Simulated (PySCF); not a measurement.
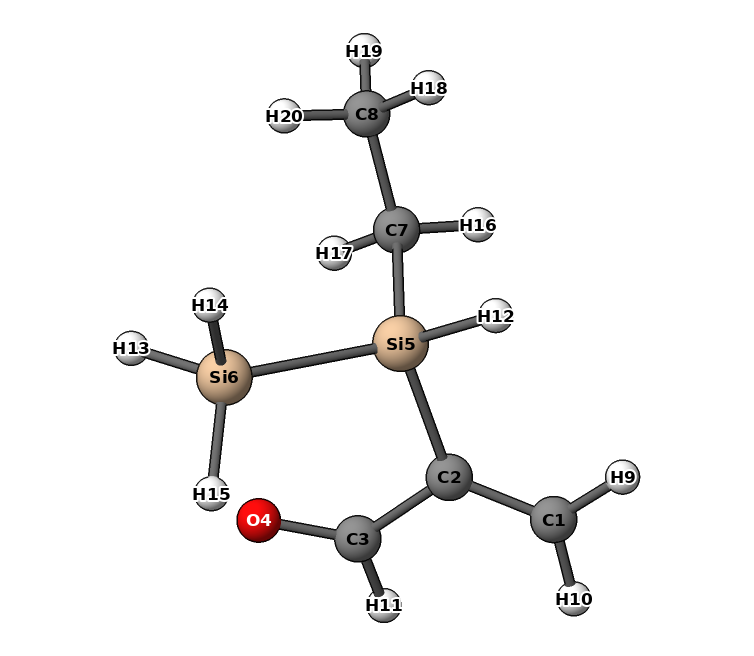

The questions are on isotropic NMR shieldings of the Si atoms. The computed structure is the end point of a GFN2-xTB optimisation. No frequency run is at hand to confirm it as a minimum. Level of theory: GIAO PBE0/pcSseg-1 NMR shielding, non-relativistic, gas phase (PySCF 2.14.0).

List the isotropic NMR shieldings of the Si atoms.

```csv
atom,σ (ppm)
Si5,388.6
Si6,463.7
```

The geometry is semi-empirical. Around Si such bond lengths and angles can be off by a tenth of an ångström or more and by several degrees, and values that hang on the shape move with them.
